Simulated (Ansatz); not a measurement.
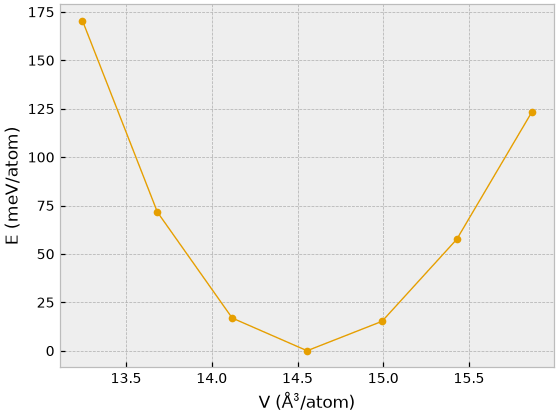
Re in space group P-6m2 (No. 187; Pearson symbol hP8) under volume change, PBEsol in the plane-wave PAW code Ansatz, shape and atoms relaxed at each volume.

What does a third-order Birch–Murnaghan fit give for V₀, B₀ and B′?

V₀ = 14.56 Å³/atom, B₀ = 391 GPa, B′ = 4.4.

The start of the workflow was typed in or built on a structure type; neither database checked (COD, Materials Project) lists it. It is not the phase usual at ambient conditions (space group No. 194). Symmetry was held in the PBEsol relaxation; its stability against distortions is not shown here. No spin polarisation was allowed. Scalar-relativistic: spin–orbit coupling is off unless named, which matters more the heavier the elements.

Potentials: the earlier of the program's two PAW sets. The files were generated under PBE; for other functionals the program regenerates the frozen cores, and for LDA and PBEsol the local potential too.
